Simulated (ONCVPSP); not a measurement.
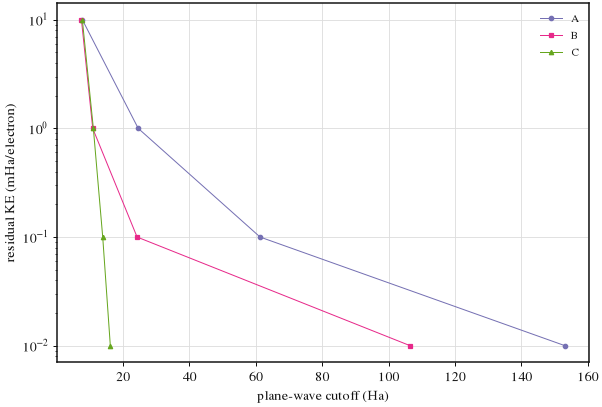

The residual kinetic energy of the 4s wave for 3 variants of one potential.

Base settings:

Input of ONCVPSP 4.0.1:

```
# ATOM AND REFERENCE CONFIGURATION
# atsym  z   nc   nv     iexc    psfile
  Co 27.00    3    4        4      upf
#
#   n    l    f
    1    0    2.00
    2    0    2.00
    2    1    6.00
    3    0    2.00
    3    1    6.00
    3    2    7.00
    4    0    2.00
#
# PSEUDOPOTENTIAL AND OPTIMIZATION
# lmax
    2
#
#   l,   rc,      ep,       ncon, nbas, qcut
    0    1.35    0.00    4    8    6.70
    1    0.80    0.00    4    9    8.70
    2    1.15    0.00    4    8   13.40
#
# LOCAL POTENTIAL
# lloc, lpopt,  rc(5),   dvloc0
    4    5    0.70    0.00
#
# VANDERBILT-KLEINMAN-BYLANDER PROJECTORs
# l, nproj, debl
    0    2    0.40
    1    2    1.50
    2    2    1.60
#
# MODEL CORE CHARGE
# icmod, fcfact, rcfact
    0    0.00    0.00
#
# LOG DERIVATIVE ANALYSIS
# epsh1, epsh2, depsh
   -5.00    5.00    0.04
#
# OUTPUT GRID
# rlmax, drl
    6.00    0.01
#
# TEST CONFIGURATIONS
# ncnf
    4
# nvcnf
#   n    l    f
    4
    3    0    2.00
    3    1    6.00
    3    2    7.00
    4    0    1.00
#
    4
    3    0    2.00
    3    1    6.00
    3    2    7.00
    4    0    0.00
#
    4
    3    0    2.00
    3    1    6.00
    3    2    6.00
    4    0    0.00
#
    4
    3    0    1.00
    3    1    6.00
    3    2    7.00
    4    0    2.00
#
```

Command:
```bash
oncvpsp.x < Co.dat > Co.out
```

Functional and relativity: PBE, scalar-relativistic.

In the p channel the program set the typed energies aside and used -2.412, 0.250 Ha.

Match the curves to these variants:
1. base
2. all radii scaled by 0.78 (s 1.06, p 0.62, d 0.90 bohr)
3. s: rc 1.8

A = 2, B = 1, C = 3.
